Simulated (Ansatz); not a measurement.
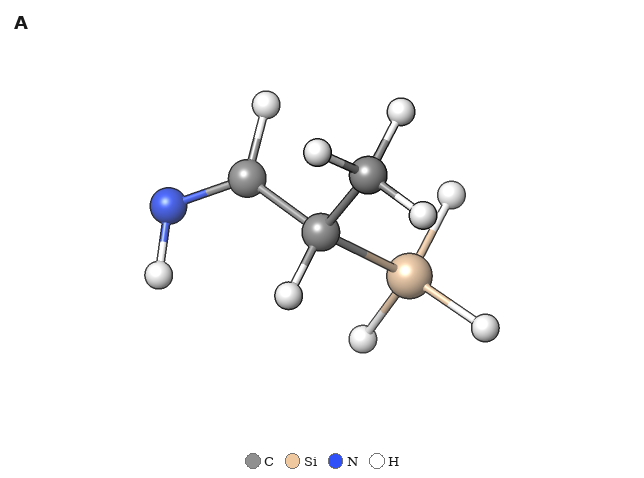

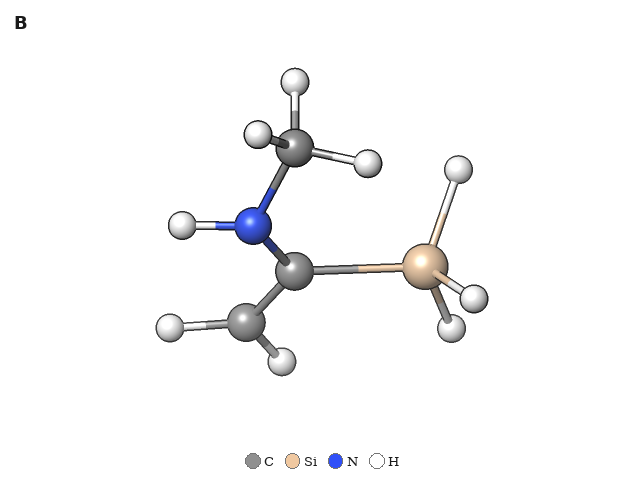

2 stationary structures of one formula. Geometries: PBE-D4/def2-SVP. Electronic energies: PBE-D4/def2-SVP (Ansatz 0.2.0), without zero-point energy. No frequency run is at hand to confirm each as a minimum. Each is one conformer, not always the lowest.

Which structure is the most stable?

A is lowest; B lies 0.228 eV above it. A is `[H]/N=C\[C@H](C)[SiH3]`, B is `C=C([SiH3])NC`.
